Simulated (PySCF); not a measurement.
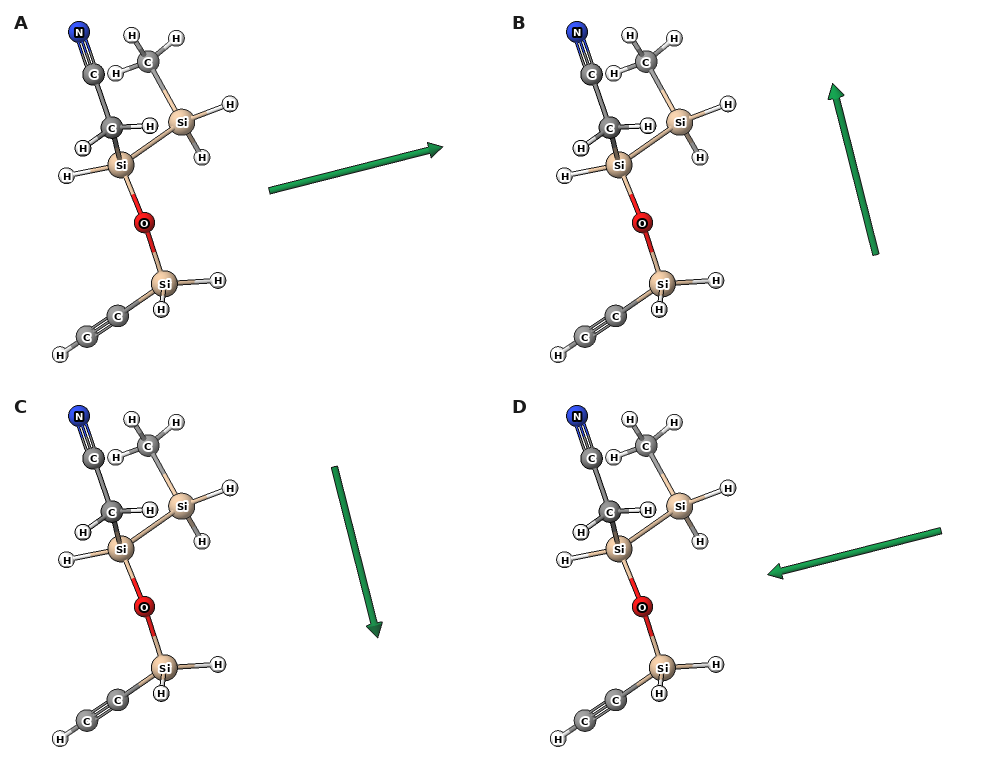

The same molecule four times, each with an arrow. The computed structure is the end point of a GFN2-xTB optimisation. No frequency run is at hand to confirm it as a minimum. Properties computed with PBE0/pcSseg-1, gas phase (PySCF 2.14.0).

> Which arrow points along the dipole moment, from the negative to the positive end?

C. The dipole moment is 3.82 D.

The geometry is semi-empirical. Around Si such bond lengths and angles can be off by a tenth of an ångström or more and by several degrees, and values that hang on the shape move with them.
